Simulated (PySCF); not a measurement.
ZrF (quartet)

```xyz
2

Zr    0.0000    0.0000   -0.3316
F     0.0000    0.0000    1.5694
```

Core potentials replace the inner electrons of Zr.

Theory: PySCF 2.14.0, PBE0/cc-pVDZ(-PP), non-relativistic Hamiltonian with scalar-relativistic core potentials where named, at a bond length of 1.901 Å.

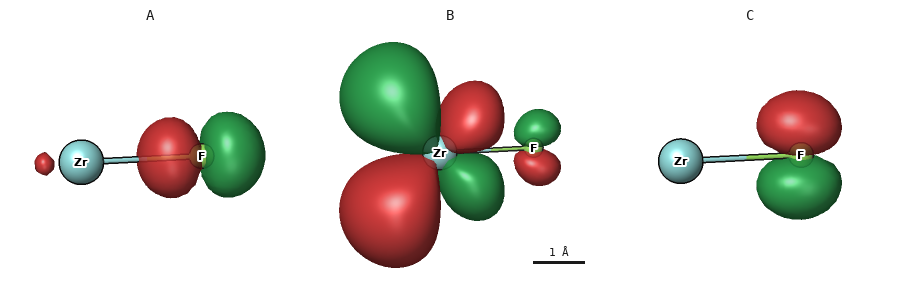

Figure 1. Three frontier β-spin orbitals, each drawn at the value that holds 80 % of its norm (green and red are the two phases), in no order; of a degenerate pair one member is drawn.

Label each orbital by symmetry, say whether it is occupied, and order them by energy.

Answer. Orbital A: σ, occupied in this spin, −11.66 eV; mainly on F (85 %).
Orbital C: π, occupied in this spin, −11.22 eV; mainly on F (90 %).
Orbital B: π, empty in this spin, −0.39 eV; almost wholly on Zr.

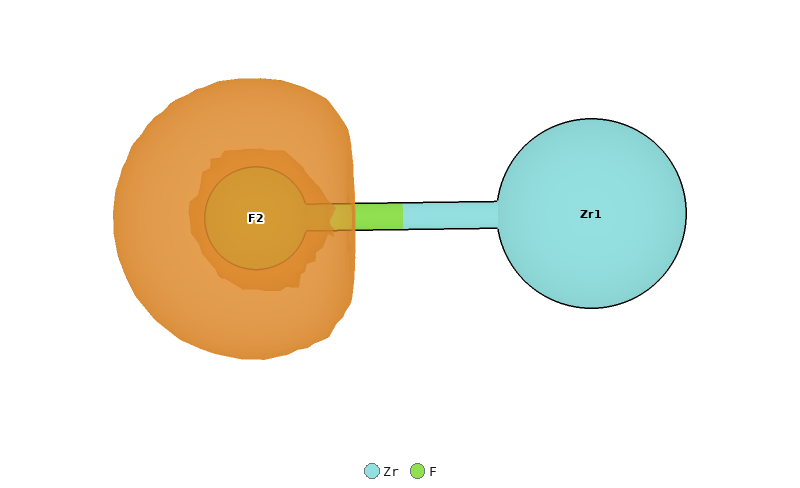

Figure 2. Isosurface of the electron localisation function at 0.75 (orange), seen from one side. Core shells and regions of very low density are left out.

Describe the localisation domains.

Answer. The surface consists of one region wrapped around F (its valence shell).


Zr–F (1.90 Å): the ELF peaks at about 0.85 in the valence shell of F, 0.5 Å from its nucleus, and drops to about 0.20 between the two atoms.

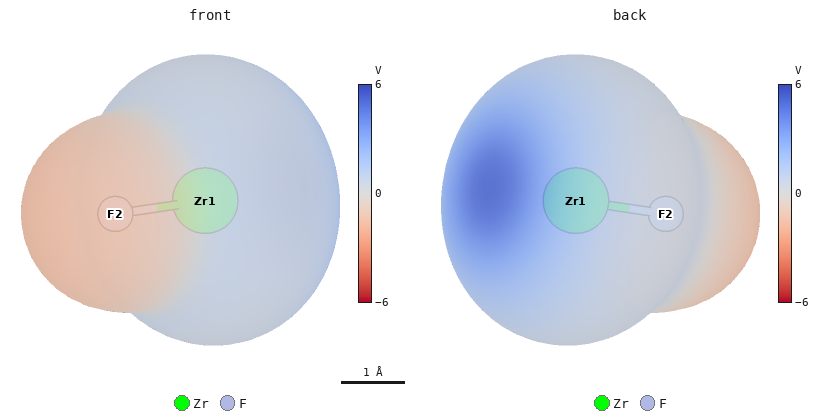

Figure 3. The molecular electrostatic potential painted on the density surface at 0.002 e/bohr³, seen from the front and from behind; the colour scale runs from red (negative) to blue (positive).

Where is the surface potential most negative and most positive?

Answer. The most negative region (about −1.5 V) lies over F2, the most positive (about +5.0 V) over Zr1.
